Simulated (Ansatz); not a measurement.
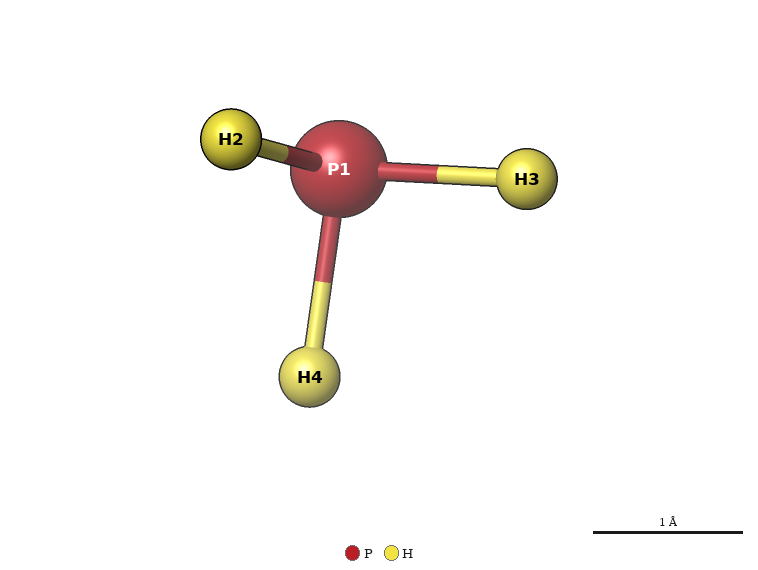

The picture comes from a calculation with Ansatz.

Orthographic view. Distant atoms are faded towards the background colour. Charge 0, triplet. Geometry: a fixed input geometry, not necessarily a minimum.

Give the geometry as a Z-matrix, atoms in numerical order, with these reference atoms: 2 to 1; 3 to 1, 2; 4 to 1, 3, 2.

```
P  
H    1   1.413
H    1   1.413   2    95.4
H    1   1.413   3    95.3   2   -96.0
```

The spin state was imposed, and no run here compares it with a lower spin, which may lie lower.
